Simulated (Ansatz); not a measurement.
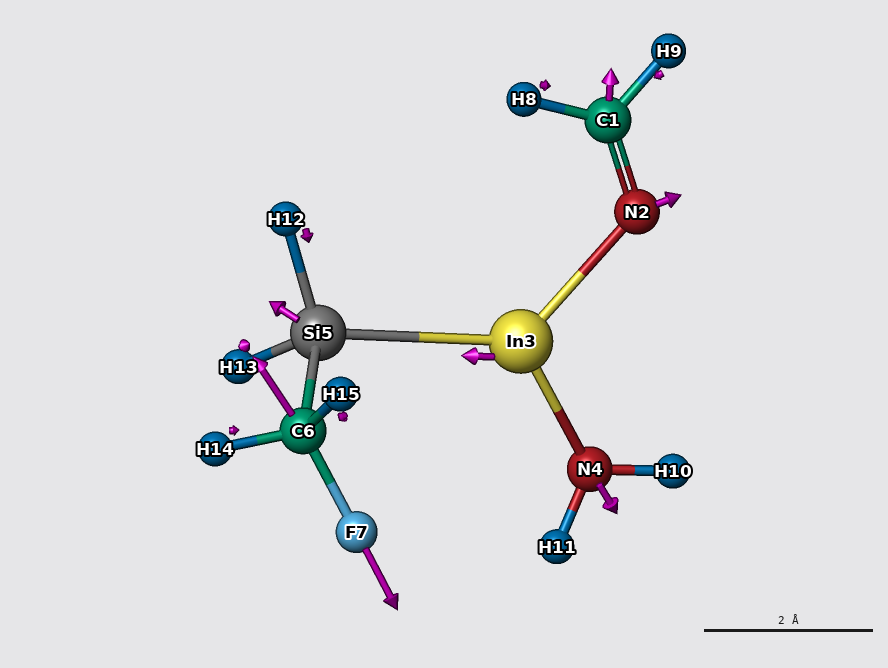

Arrows show the forces on the atoms, 2 Å of arrow for 1 eV/Å; forces under a tenth of the largest aren't drawn. Level of theory: B3LYP-D4/def2-TZVPP (Ansatz 0.2.0).

Question: Which bond do the forces act along most?

Answer: C6–F7, now 1.393 Å: the forces push its atoms apart, so a first step downhill lengthens it.
